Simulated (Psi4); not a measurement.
# Single-point calculation, with input and output: C$_{4}$F$_{6}$ (part 2 of 2)

The same run, continued: C$_{4}$F$_{6}$; MP2/def2-SVP, RHF (Psi4 1.11). The geometry comes from this level: PBE0-D4/def2-TZVP.

Geometry of the input (Å):
```
F  -2.0538  1.6628  1.3771
C  -0.9682  0.9571  1.2168
F  -0.2214  0.9459  2.2874
C  -0.6676  0.3109  0.0933
F  -1.4920  0.4466  -0.9509
C  0.4699  -0.5689  -0.0817
F  0.8614  -1.2694  0.9881
C  1.1225  -0.7558  -1.2260
F  0.8701  -0.0996  -2.3258
F  2.0792  -1.6296  -1.3786
```

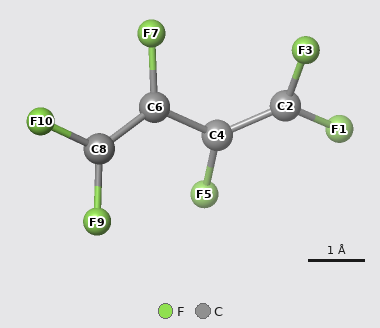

Fig. 1: The input geometry (ball-and-stick view, seen at a tilt; atoms are numbered from 1 in the order of the input).

Log, continued:
```
  Module OCC Options:
  ----------------------------------------------------------------------------
  ACTIVE                        => (empty)
  BASIS_RELATIVISTIC            => (empty)
  BENCH                         => (empty)
  CACHELEVEL                    => (empty)
  CCL_ENERGY                    => (empty)
  CC_MAXITER                    => (empty)
  CC_TYPE                       => (empty)
  CEPA_OS_SCALE                 => (empty)
  CEPA_SOS_SCALE                => (empty)
  CEPA_SS_SCALE                 => (empty)
  CEPA_TYPE                     => (empty)
  CI_TYPE                       => (empty)
  CUBEPROP_BASIS_FUNCTIONS      => (empty)
  CUBEPROP_FILEPATH             => (empty)
  CUBEPROP_ISOCONTOUR_THRESHOLD => (empty)
  CUBEPROP_ORBITALS             => (empty)
  CUBEPROP_TASKS                => (empty)
  CUBIC_BASIS_TOLERANCE         => (empty)
  CUBIC_BLOCK_MAX_POINTS        => (empty)
  CUBIC_GRID_OVERAGE            => (empty)
  CUBIC_GRID_SPACING            => (empty)
  CUTOFF                        => (empty)
  DDX                           => (empty)
  DEBUG                         => (empty)
  DERTYPE                       => (empty)
  DF_BASIS_CC                   => (empty)
  DIE_IF_NOT_CONVERGED          => (empty)
  DIIS_MAX_VECS                 => (empty)
  DIIS_MIN_VECS                 => (empty)
  DKH_ORDER                     => (empty)
  DOCC                          => (empty)
  DO_DIIS                       => (empty)
  DO_LEVEL_SHIFT                => (empty)
  DO_SCS                        => (empty)
  DO_SOS                        => (empty)
  E3_SCALE                      => (empty)
  EA_POLES                      => (empty)
  EKT_EA                        => (empty)
  EKT_IP                        => (empty)
  EP_EA_POLES                   => (empty)
  EP_IP_POLES                   => (empty)
  EP_MAXITER                    => (empty)
  EXTERNAL_POTENTIAL_SYMMETRY   => (empty)
  E_CONVERGENCE                 => 1e-09           !
  FREEZE_CORE                   => (empty)
  FREEZE_CORE_POLICY            => (empty)
  FROZEN_DOCC                   => (empty)
  FROZEN_UOCC                   => (empty)
  INTEGRAL_PACKAGE              => (empty)
  IP_POLES                      => (empty)
  LEVEL_SHIFT                   => (empty)
  LITERAL_CFOUR                 => (empty)
  LS_THC_BASIS_TOLERANCE        => (empty)
  LS_THC_DF                     => (empty)
  LS_THC_PRUNING_SCHEME         => (empty)
  LS_THC_RADIAL_POINTS          => (empty)
  LS_THC_SPHERICAL_POINTS       => (empty)
  LS_THC_S_EPSILON              => (empty)
  LS_THC_WEIGHTS_TOLERANCE      => (empty)
  MAT_NUM_COLUMN_PRINT          => (empty)
  MAX_MOGRAD_CONVERGENCE        => (empty)
  MAX_RADIAL_MOMENT             => (empty)
  MBIS_D_CONVERGENCE            => (empty)
  MBIS_MAXITER                  => (empty)
  MBIS_PRUNING_SCHEME           => (empty)
  MBIS_RADIAL_POINTS            => (empty)
  MBIS_SPHERICAL_POINTS         => (empty)
  MOGRAD_DAMPING                => (empty)
  MOLDEN_WITH_VIRTUAL           => (empty)
  MO_MAXITER                    => (empty)
  MO_READ                       => (empty)
  MO_STEP_MAX                   => (empty)
  MO_WRITE                      => (empty)
  MP2_OS_SCALE                  => (empty)
  MP2_SOS_SCALE                 => (empty)
  MP2_SOS_SCALE2                => (empty)
  MP2_SS_SCALE                  => (empty)
  MP2_TYPE                      => CONV            !
  MP_TYPE                       => (empty)
  NAT_ORBS                      => (empty)
  NUM_FROZEN_DOCC               => 10              !
  NUM_FROZEN_UOCC               => (empty)
  NUM_GPUS                      => (empty)
  OCC_ORBS_PRINT                => (empty)
  OEPROP                        => (empty)
  OPT_METHOD                    => (empty)
  ORBITAL_OPTIMIZER_PACKAGE     => (empty)
  ORB_OPT                       => FALSE           !
  ORB_RESP_SOLVER               => (empty)
  ORTH_TYPE                     => (empty)
  OS_SCALE                      => (empty)
  PARENT_SYMMETRY               => (empty)
  PCG_BETA_TYPE                 => (empty)
  PCG_CONVERGENCE               => (empty)
  PCG_MAXITER                   => (empty)
  PCM                           => (empty)
  PE                            => (empty)
  PRINT                         => (empty)
  PRINT_NOONS                   => (empty)
  PROPERTIES                    => (empty)
  PROPERTIES_ORIGIN             => (empty)
  PUREAM                        => TRUE            !
  QC_MODULE                     => (empty)
  RAS1                          => (empty)
  RAS2                          => (empty)
  RAS3                          => (empty)
  RAS4                          => (empty)
  RELATIVISTIC                  => (empty)
  RELAXED                       => (empty)
  REMP_A                        => (empty)
  RESTRICTED_DOCC               => (empty)
  RESTRICTED_UOCC               => (empty)
  RMS_MOGRAD_CONVERGENCE        => (empty)
  R_CONVERGENCE                 => (empty)
  SCF_TYPE                      => PK              !
  SCREENING                     => (empty)
  SCS_TYPE                      => (empty)
  SOCC                          => (empty)
  SOS_TYPE                      => (empty)
  SPIN_SCALE_TYPE               => NONE            !
  SS_SCALE                      => (empty)
  SYMMETRIZE                    => (empty)
  TPDM_ABCD_TYPE                => (empty)
  WFN                           => (empty)
  WFN_TYPE                      => OMP2            !
  WRITER_FILE_LABEL             => (empty)
  ZORA_BASIS_TOLERANCE          => (empty)
  ZORA_NR_DEBUG                 => (empty)
  ZORA_PRUNING_SCHEME           => (empty)
  ZORA_RADIAL_POINTS            => (empty)
  ZORA_SPHERICAL_POINTS         => (empty)

 ==============================================================================
 ==============================================================================
 ==============================================================================

                             MP2

 ==============================================================================
 ==============================================================================
 ==============================================================================

	MO spaces per irreps...

	IRREP   FC    OCC   VIR  FV
	==============================
	   A    10    29   101    0
	==============================

	Memory is   2200 MB
	Cost of iabc is    304 MB
	Cost of abcd is    792 MB
	Switching to the incore algorithm for iabc..
	Switching to the incore algorithm for abcd..

	Computing MP2 energy using SCF MOs (Canonical MP2)...
	==============================================================================
	Nuclear Repulsion Energy (a.u.)    :   564.44932095771833
	SCF Energy (a.u.)                  :  -747.39369545365093
	REF Energy (a.u.)                  :  -747.39369545365093
	Alpha-Alpha Contribution (a.u.)    :    -0.22035359896348
	Alpha-Beta Contribution (a.u.)     :    -1.15212707022818
	Beta-Beta Contribution (a.u.)      :    -0.22035359896348
	Scaled_SS Correlation Energy (a.u.):    -0.14690239930899
	Scaled_OS Correlation Energy (a.u.):    -1.38255248427382
	SCS-MP2 Total Energy (a.u.)        :  -748.92315033723378
	SOS-MP2 Total Energy (a.u.)        :  -748.77624793792472
	SCSN-MP2 Total Energy (a.u.)       :  -748.16934012200250
	SCS-MP2-VDW Total Energy (a.u.)    :  -749.08877170250662
	SOS-PI-MP2 Total Energy (a.u.)     :  -749.00667335197045
	MP2 Correlation Energy (a.u.)      :    -1.59283426815515
	MP2 Total Energy (a.u.)            :  -748.98652972180605
	==============================================================================

	total time  =          5 seconds =       0.08 minutes

  Variable Map:
  ----------------------------------------------------------------------------
  "CURRENT CORRELATION ENERGY"           =>      -1.592834268155
  "CURRENT ENERGY"                       =>    -748.986529721806
  "CURRENT REFERENCE ENERGY"             =>    -747.393695453651
  "DD SOLVATION ENERGY"                  =>       0.000000000000
  "HF KINETIC ENERGY"                    =>     746.037572323663
  "HF POTENTIAL ENERGY"                  =>   -1493.431267777314
  "HF TOTAL ENERGY"                      =>    -747.393695453651
  "HF VIRIAL RATIO"                      =>       2.001817767872
  "MP2 CORRELATION ENERGY"               =>      -1.592834268155
  "MP2 DOUBLES ENERGY"                   =>      -1.592834268155
  "MP2 OPPOSITE-SPIN CORRELATION ENERGY" =>      -1.152127070228
  "MP2 SAME-SPIN CORRELATION ENERGY"     =>      -0.440707197927
  "MP2 SINGLES ENERGY"                   =>       0.000000000000
  "MP2 TOTAL ENERGY"                     =>    -748.986529721806
  "NUCLEAR REPULSION ENERGY"             =>     564.449320957718
  "ONE-ELECTRON ENERGY"                  =>   -2160.573714699355
  "PCM POLARIZATION ENERGY"              =>       0.000000000000
  "PE ENERGY"                            =>       0.000000000000
  "SCF ITERATION ENERGY"                 =>    -747.393695453651
  "SCF ITERATIONS"                       =>      12.000000000000
  "SCF TOTAL ENERGY"                     =>    -747.393695453651
  "SCS(N)-MP2 CORRELATION ENERGY"        =>      -0.775644668352
  "SCS(N)-MP2 TOTAL ENERGY"              =>    -748.169340122002
  "SCS-MP2 CORRELATION ENERGY"           =>      -1.529454883583
  "SCS-MP2 TOTAL ENERGY"                 =>    -748.923150337234
  "SCS-MP2-VDW CORRELATION ENERGY"       =>      -1.695076248856
  "SCS-MP2-VDW TOTAL ENERGY"             =>    -749.088771702507
  "SOS-MP2 CORRELATION ENERGY"           =>      -1.382552484274
  "SOS-MP2 TOTAL ENERGY"                 =>    -748.776247937925
  "SOS-PI-MP2 CORRELATION ENERGY"        =>      -1.612977898320
  "SOS-PI-MP2 TOTAL ENERGY"              =>    -749.006673351970
  "TWO-ELECTRON ENERGY"                  =>     848.730698287986

  Array Variable Map:
  ----------------------------------------------------------------------------
  "CURRENT DIPOLE"                       =>       0.076851862946 ... -0.004531823673 1 by 3
  "SCF DIPOLE"                           =>       0.076851862946 ... -0.004531823673 1 by 3
  "SCF TOTAL ENERGIES"                   =>    -746.767233251643 ... -747.393695453651 1 by 13

    Psi4 run time: 0:00:12.62
```

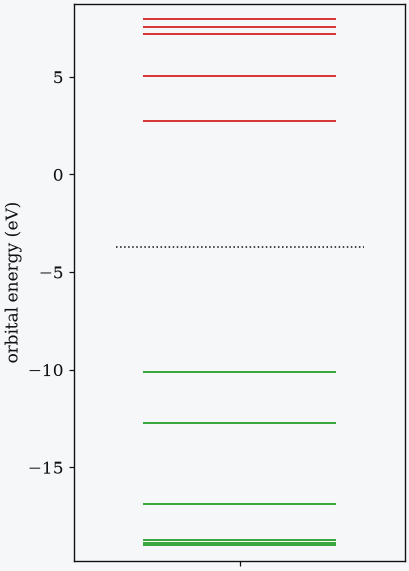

Fig. 2: Orbital energies near the frontier (SCF reference); the dotted line parts filled from empty levels, and levels within 0.02 eV of each other stand side by side. Highest filled −10.12 eV, lowest empty 2.74 eV, 12.86 eV apart.

Results in brief:

```json
{"quantity": "outcome", "value": "converged"}
{"quantity": "total energy", "value": "−748.986530 hartree"}
{"quantity": "SCF energy", "value": "−747.393695 hartree"}
{"quantity": "MP2 energy", "value": "−748.986530 hartree"}
{"quantity": "correlation energy", "value": "−1.592834 hartree"}
{"quantity": "basis functions", "value": "140"}
{"quantity": "HOMO of the SCF reference", "value": "−10.12 eV"}
{"quantity": "LUMO of the SCF reference", "value": "2.74 eV"}
{"quantity": "wall time", "value": "14 s"}
{"quantity": "peak memory", "value": "1.4 GiB"}
```
